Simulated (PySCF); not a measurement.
## Electronic structure of C2H9ClFSi3 (doublet) in real space

```yaml
atoms:
  - { symbol: C, position_ang: [-2.6743, -0.0579, 0.4229] }
  - { symbol: C, position_ang: [-1.2294, 0.1985, 0.0486] }
  - { symbol: F, position_ang: [-0.7851, 1.3404, 0.7332] }
  - { symbol: Si, position_ang: [-0.0236, -1.2416, 0.4773] }
  - { symbol: Si, position_ang: [2.0649, -0.2328, 0.6666] }
  - { symbol: Si, position_ang: [2.5019, 1.3420, -0.9312] }
  - { symbol: Cl, position_ang: [3.4836, -1.7246, 0.3739] }
  - { symbol: H, position_ang: [-2.7552, -0.2578, 1.4883] }
  - { symbol: H, position_ang: [-3.2995, 0.8011, 0.1846] }
  - { symbol: H, position_ang: [-3.0356, -0.9229, -0.1252] }
  - { symbol: H, position_ang: [-1.1641, 0.4761, -1.0098] }
  - { symbol: H, position_ang: [-0.2250, -2.2312, -0.5904] }
  - { symbol: H, position_ang: [-0.5627, -1.8737, 1.6914] }
  - { symbol: H, position_ang: [2.2931, 0.0587, 2.1004] }
  - { symbol: H, position_ang: [1.5633, 2.4541, -1.0784] }
  - { symbol: H, position_ang: [3.8400, 1.8807, -1.1962] }
```

Geometry: GFN2-xTB.

All numbers below come from UKS B3LYP, pcH-1 on C Cl F H Si, non-relativistic, mean-field spin-orbit, GIAO in PySCF.

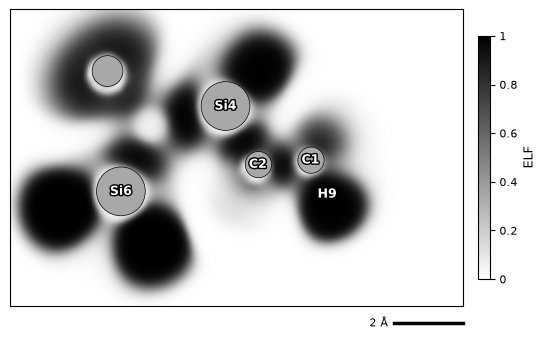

Figure 1. ELF on the plane of atoms C1, C2 and Si4. Grey discs cover the atomic cores.

Interpret the plot.

The section cuts through C, Si and H sites.
C–C (1.51 Å): the ELF peaks at about 0.95 between the atoms: localised, covalent bonding.
C–Si (1.93 Å): the ELF peaks at about 0.95 between the atoms; a covalent bond.
C–H (1.09 Å): the ELF climbs to about 1 towards the hydrogen, as it does in any bond to H; a covalent bond by its length.
The ELF also peaks beside Cl7, away from the bonds: non-bonding electrons, paired or unpaired.

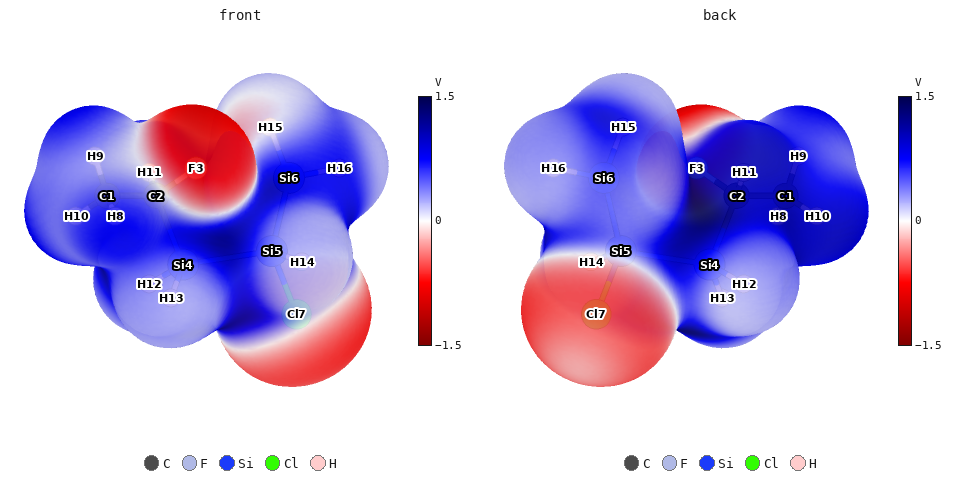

Figure 2. The molecular electrostatic potential painted on the density surface at 0.002 e/bohr³, seen from the front and from behind; the colour scale runs from red (negative) to blue (positive).

Describe the electrostatic potential map.

The most negative region (about −0.9 V) lies over F3, the most positive (about +1.4 V) over Si4 and Si6.
